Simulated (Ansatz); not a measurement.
Converging the plane-wave cutoff: Zr3Au (Pmm2, 8 atoms in the cell)

```yaml
crystal:
  lattice:
    - [5.48050, 0.00000, 0.00000]
    - [0.00000, 5.48050, 0.00000]
    - [0.00000, 0.00000, 5.48050]
  atoms:
    - { symbol: Zr, position: [0.50000, 0.25000, 0.00000] }
    - { symbol: Zr, position: [0.50000, 0.75000, 0.00000] }
    - { symbol: Zr, position: [0.25912, 0.00000, 0.50000] }
    - { symbol: Zr, position: [0.75000, 0.00000, 0.50000] }
    - { symbol: Zr, position: [0.00000, 0.50000, 0.25000] }
    - { symbol: Zr, position: [0.00000, 0.50000, 0.75000] }
    - { symbol: Au, position: [0.50000, 0.50000, 0.50000] }
    - { symbol: Au, position: [0.00000, 0.00000, 0.00000] }
```

Level of theory: PBEsol, default PAW files made with PBE (plane waves; Ansatz, a program for electronic structure).

Base settings: basis.ecutwfc = 420 eV; kpoints.mp_grid.grid = 3 3 3; hamiltonian.xc = pbesol; hamiltonian.pseudopotentials = {kind: paw} (the program's default PAW files); scf.occupations.method = fermi_dirac; scf.occupations.width = 0.1 eV.

The second cell is the first with its lattice scaled by 0.98.

The mesh stays at the base's, so the ladder's end is converged at best in this setting alone.

The first pressure column holds Ansatz's estimate of the finite-basis (Pulay) stress, which hides part of the cutoff error; the other is without it.

Only quantities that move along the ladder and can be compared are tabulated.

The count of work is k-points × plane waves × bands × iterations; it is no time. 

The starting cell comes from a database of computed structures (which also holds hypothetical and non-ambient phases and stackings), without a prior relaxation at this level. Its lattice was rescaled by up to half a per cent. One atom was moved a little off its site on purpose. Without a gap this mesh is coarse (it stands for a supercell whose shortest vector is 16 Å).

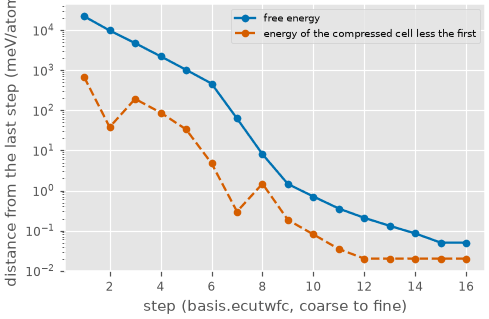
Distance from the last step along the ladder; very small values are drawn at a floor.

```csv
basis.ecutwfc,free energy less the last step's (meV/atom),energy of the compressed cell less the first (meV/atom),pressure (GPa),pressure without the Pulay estimate (GPa),largest difference of a force vector from the last step's (eV/Å),count of work / last
145 eV,22157.62,-661.50,-9.52,-522.76,0.283,0.066
170 eV,9843.79,-22.92,6.53,-287.98,0.291,0.076
190 eV,4758.90,208.39,6.94,-166.08,0.082,0.091
210 eV,2235.27,103.24,-0.02,-92.89,0.051,0.095
230 eV,1030.70,48.83,-1.96,-50.84,0.067,0.11
250 eV,466.12,10.48,-2.53,-27.36,0.040,0.12
295 eV,62.76,14.96,-1.78,-6.34,0.003,0.18
335 eV,8.05,16.73,-1.77,-2.49,0.000,0.19
380 eV,1.45,15.44,-1.86,-1.92,0.000,0.23
420 eV,0.71,15.33,-1.87,-1.90,0.000,0.27
460 eV,0.35,15.29,-1.87,-1.89,0.000,0.31
505 eV,0.21,15.27,-1.88,-1.88,0.000,0.35
565 eV,0.13,15.26,-1.88,-1.88,0.000,0.41
630 eV,0.08,15.26,-1.88,-1.88,0.000,0.49
735 eV,0.05,15.25,-1.88,-1.88,0.000,0.71
840 eV,0.02,15.25,-1.88,-1.88,0.000,0.75
1010 eV,0.00,15.25,-1.88,-1.88,0.000,1.0
```

Coarsest basis.ecutwfc that holds the pressure without the Pulay estimate within 0.5 GPa of the last step, with all finer ones: 380 eV, at 0.23 of the last step's count of work; the step before is off by 0.61 GPa.

Coarsest basis.ecutwfc that holds the energy of the compressed cell less the first within 1 meV/atom of the last step, with all finer ones: 380 eV, at 0.23 of the last step's count of work; the step before is off by 1.5 meV/atom.

Coarsest basis.ecutwfc that holds the pressure within 1 GPa of the last step, with all finer ones: 230 eV, at 0.11 of the last step's count of work; the step before is off by 1.9 GPa.

The energy difference between the two cells stays within 1 meV/atom of the last step's from 380 eV on, the total only from 420 eV on: much of the error is common to both cells and cancels.

At the lowest cutoff the pressure without the Pulay estimate lies 521 GPa under the last step's, the usual sign of Pulay stress in an incomplete plane-wave basis.

Keys are those of Ansatz 0.2.
